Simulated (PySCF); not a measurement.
**C2H8BN (SMILES BNCC) at TPSSh/STO-3G**

Aim: the vertical ionisation energy of C2H8BN at TPSSh/STO-3G, from 2 runs. The job is set up through a Python script.

The results are computed with PySCF 2.14.0.

## (1) Starting point

The species is C2H8BN (12 atoms), meant as a singlet with charge 0. As SMILES, `BNCC`. Geometry: relaxed at PBE0-D4/def2-TZVP. This is one conformer, not always the lowest.

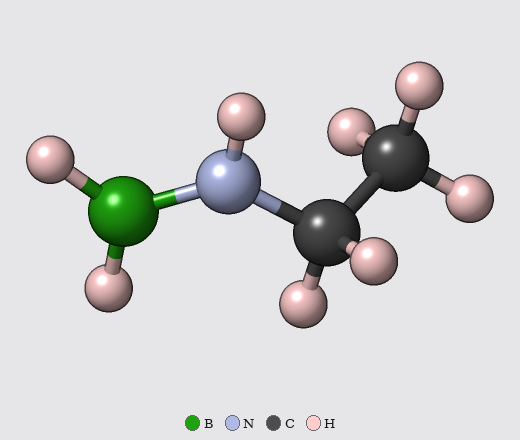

The structure, seen from a chosen angle (boron green, nitrogen light blue, carbon dark grey, hydrogen pink).

## (2) The energy at TPSSh/STO-3G

calc.py reads:

```python
from pyscf import gto, dft

molecule = gto.M(
    atom='''
B     -3.226140     1.911647     0.586760
N     -0.637783     1.551654     0.552367
C      0.706947    -0.803512     0.912738
C      2.207389    -1.584346    -1.402744
H     -4.046848     3.989212     0.226389
H     -4.574838     0.133982     0.977933
H      0.506258     3.038680     0.208437
H     -0.694474    -2.244239     1.379500
H      1.974764    -0.643641     2.544138
H      3.610322    -0.150422    -1.900120
H      3.214046    -3.353886    -1.059191
H      0.960359    -1.845318    -3.026207
''',
    max_memory=1860,
    unit='bohr',
    verbose=3,
    basis='sto-3g',
)

mf = dft.RKS(molecule, xc='tpssh')
mf.conv_tol = 1e-10
mf.grids.level = 4
mf.kernel()
if not mf.converged:
    mf = mf.newton().run(mf.mo_coeff, mf.mo_occ)

energy = mf.e_tot
print('E = %.10f Eh' % energy)
```

The run is started by

```console
$ OMP_NUM_THREADS=1 python calc.py
```

Output:

```text
converged SCF energy = -158.738086848655
E = -158.7380868487 Eh
```

It took 8.1 s on 1 thread of Arm Neoverse V1, shared host; peak memory 0.25 GiB.

## (3) The doublet cation, same level

start.xyz reads:

```xyz
12
C2H8BN
B     -1.707200     1.011600     0.310500
N     -0.337500     0.821100     0.292300
C      0.374100    -0.425200     0.483000
C      1.168100    -0.838400    -0.742300
H     -2.141500     2.111000     0.119800
H     -2.420900     0.070900     0.517500
H      0.267900     1.608000     0.110300
H     -0.367500    -1.187600     0.730000
H      1.045000    -0.340600     1.346300
H      1.910500    -0.079600    -1.005500
H      1.700800    -1.774800    -0.560500
H      0.508200    -0.976500    -1.601400
```

calc.py reads:

```python
from pyscf import gto, dft

mol = gto.Mole()
mol.atom = 'start.xyz'
mol.charge = 1
mol.max_memory = 1860
mol.verbose = 3
mol.basis = 'sto-3g'
mol.spin = 1
mol.build()

mf = dft.UKS(mol)
mf.xc = 'tpssh'
mf.grids.level = 4
mf.conv_tol = 1e-10
mf.kernel()
if not mf.converged:
    mf = mf.newton().run(mf.mo_coeff, mf.mo_occ)

e_final = mf.e_tot
print(f'total energy: {e_final:.8f} hartree')
```

The run is started by

```console
$ OMP_NUM_THREADS=1 python calc.py
```

Output:

```text
converged SCF energy = -158.418041627063  <S^2> = 0.75333413  2S+1 = 2.0033314
total energy: -158.41804163 hartree
```

It took 17 s on 1 thread of Arm Neoverse V1, shared host; peak memory 0.27 GiB.

## (4) Results

At TPSSh/STO-3G:

```
                                          quantity          value
                      singlet C2H8BN: total energy  -158.73809 Eh
                     singlet C2H8BN: dipole moment         2.34 D
                       singlet C2H8BN: HOMO energy       -5.16 eV
                       singlet C2H8BN: LUMO energy        3.56 eV
                     singlet C2H8BN: HOMO–LUMO gap        8.72 eV
                      doublet cation: total energy  -158.41804 Eh
doublet cation: HOMO energy (highest over α and β)      -14.03 eV
 doublet cation: LUMO energy (lowest over α and β)      -12.11 eV
                              doublet cation: ⟨S²⟩          0.753
vertical ionisation energy (to the doublet cation)       8.709 eV
```

What this shows: The vertical ionisation energy comes to 8.71 eV (840 kJ/mol). −ε(HOMO) before ionisation, 5.16 eV, is 3.55 eV below this ionisation energy. In a minimal basis such a difference can be off by several eV, whatever the method. Mulliken charges (singlet C2H8BN) run from -0.36 on N2 to +0.20 on H7.
